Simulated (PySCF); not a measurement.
SMILES C(C)(C)[NH] (C₃H₈N), doublet at its PBE0/def2-SVP optimised geometry (Å):

```
12

C     -0.7029     0.9357     0.0000
C     -0.1242    -0.4841     0.0000
C      1.3983    -0.4841     0.0000
N     -0.6214    -1.2601     1.1018
H     -0.3196     1.5150    -0.8536
H     -0.4207     1.4639     0.9243
H     -1.8025     0.9221    -0.0645
H     -0.4741    -0.9746    -0.9374
H      1.8025     0.0346    -0.8827
H      1.7786     0.0193     0.9028
H      1.7804    -1.5150     0.0064
H     -1.6496    -1.2001     1.0563
```

Computed with unrestricted PBE0/def2-TZVP (PySCF). Cells within 0.4 Å of a nucleus heavier than hydrogen are left out (blank, or x).

Map of the Laplacian of the electron density (e/bohr⁵), clipped to [-1.50, 1.50] on the plane z = 0.0 Å:

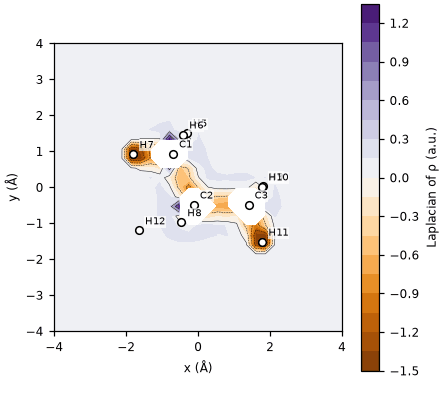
*Laplacian of the electron density (e/bohr⁵), clipped to [-1.50, 1.50] on the plane z = 0.0 Å.*
